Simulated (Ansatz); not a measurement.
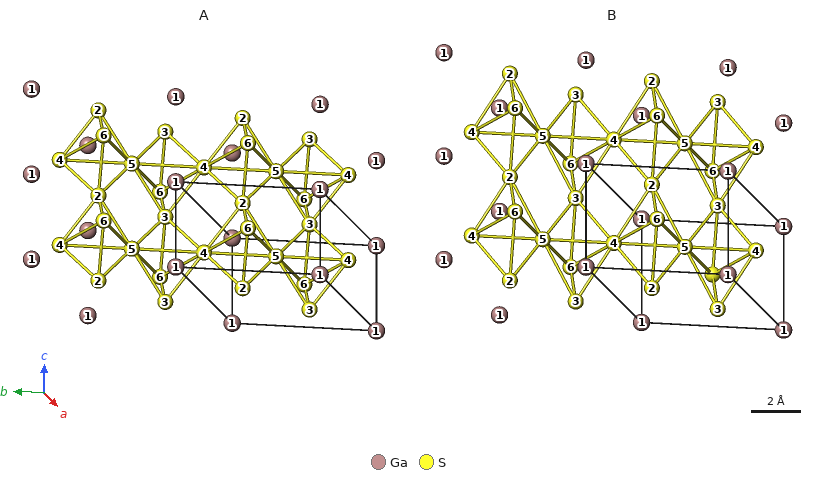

Two geometries of crystalline GaS5 (a generated structure, set up in P6/mmm) (coarse preliminary run), drawn at one scale. One is the start of a relaxation, the other its converged end. The picture is a ball-and-stick view of the cell of the calculation, repeated 1 × 2 × 2 with one cell outlined, seen from a free direction.

Computed with DFT PBE, scalar-relativistic, plane waves, PAW in Ansatz 0.2.0. Settings: plane-wave cutoff 420 eV; k-point mesh 3 × 3 × 4; occupations gaussian; smearing width 0.1 eV; no spin polarisation; cell and atoms relaxed; force threshold 0.04 eV/Å; at most 70 steps.

Which geometry has the lower energy?

Answer. Structure A is the relaxed one. After 5 accepted moves (6 points after the start) the energy has fallen by 240 meV per atom. All forces vanish by symmetry, so only the cell relaxes. Pressure: −7.38 GPa at the start and 0.16 GPa at the end. The SCF was repeated once at an unchanged geometry on a basis and grid sized afresh for the cell, which shifted the energy by 0.2 meV per atom at most. No atom moves by more than 0.005 Å relative to the cell. The volume changes by −15.1 %, with a = b 5.843 → 5.935 Å (+1.6 %), c 4.652 → 3.827 Å (−17.7 %). Some distances before and after: S2–S4 2.873 → 2.568 Å, S4–S5 2.921 → 2.967 Å. The space group stays P6/mmm (No. 191).
